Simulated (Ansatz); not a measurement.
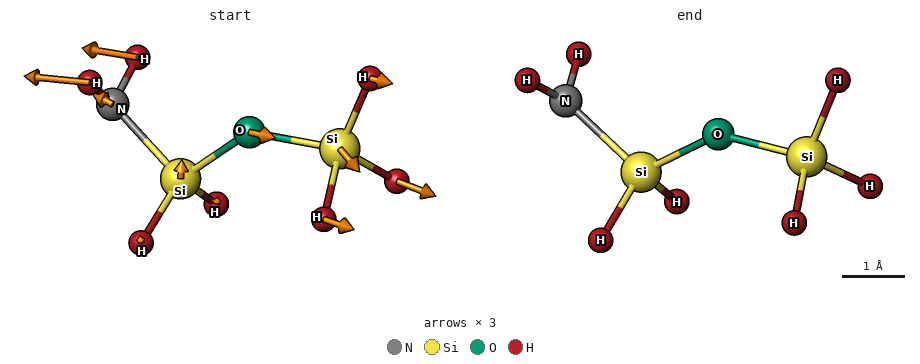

The structure of Si2NH7O (coarse preliminary run) before (left) and after (right) a relaxation, at one scale. The orange arrows give the displacements, 3 times their true length.

A ball-and-stick model, seen at a tilt.

The start comes from a force field.

These are results of Ansatz 0.2.0, RKS PBE-D4/def2-SVP, not measurements. Settings: force threshold 0.03 eV/Å; at most 200 steps.

> Summarise the run.

The largest move after the best rigid fit is that of an H atom, 0.39 Å. By element the largest moves are H 0.39 Å, Si 0.19 Å, O 0.17 Å, N 0.14 Å. Some distances before and after: H–Si 1.421 → 1.502 Å, O–Si 1.615 → 1.684 Å, N–Si 1.664 → 1.727 Å, H–Si 1.451 → 1.507 Å. Bond angles that change, for instance: N–Si–O 102.6° → 113.9°, Si–N–H 111.1° → 119.4°, Si–N–H 112.3° → 119.4°. The energy falls by 0.608 eV in 6 geometry steps. The largest force component goes from 2.6 to 0.01 eV/Å.
